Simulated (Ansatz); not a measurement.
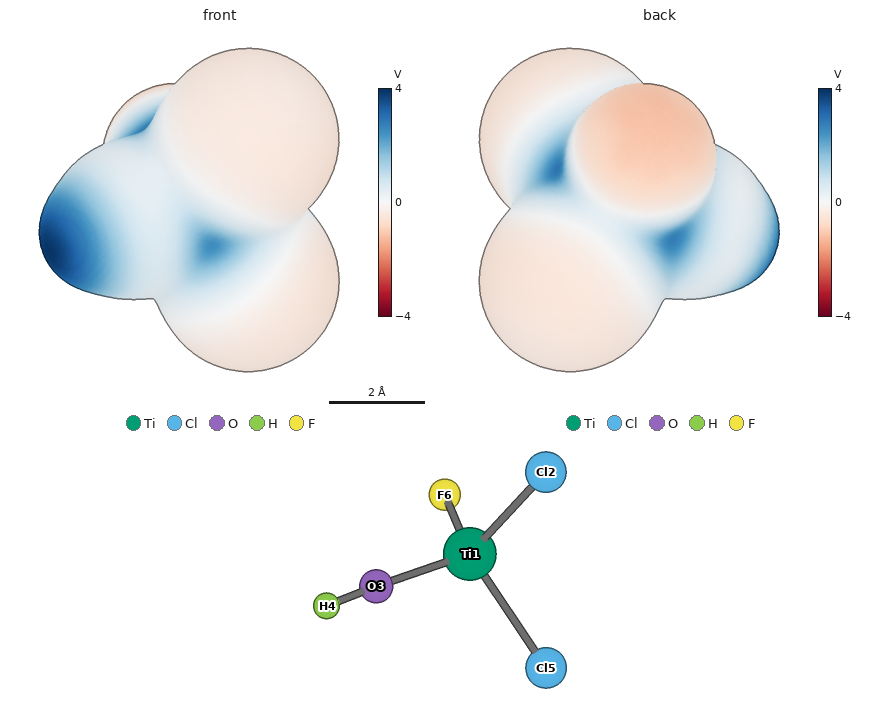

Figure. Cl₂FHOTi. The electrostatic potential painted on the density surface at 0.002 e/bohr³, seen from the front and from behind; red is negative and blue positive. The bare structure is drawn below in the same view.

The calculation used RHF/def2-SVP in Ansatz.

The calculation's input:

```
crystal:
  periodic: [false, false, false]
  atoms:
    - { symbol: Ti, position_ang: [0.0, 0.0, 0.0] }
    - { symbol: Cl, position_ang: [0.0, 0.0, 2.37] }
    - { symbol: O, position_ang: [1.8106, 0.0, -0.6394] }
    - { symbol: H, position_ang: [2.1269, -0.9521, -0.756] }
    - { symbol: Cl, position_ang: [-1.1163, 1.9339, -0.7892] }
    - { symbol: F, position_ang: [-0.8619, -1.4933, -0.6094] }
basis:
  gaussian: { orbitals: def2-SVP }
hamiltonian:
  xc: hf
relax:
  f_tol: 0.02
  max_steps: 40
output:
  orbitals: {}
```

Run with:

```sh
ansatz run input.yaml --threads 1 --pin off --max-ram 2048MiB --backend cpu --events-out ev --progress --plain --runs-dir out
```

The fields are those of the run's last geometry, not of the input's.

**Where is the surface potential most negative and most positive?**

The most negative region (about −1.2 V) lies over F6, the most positive (about +3.7 V) over H4.
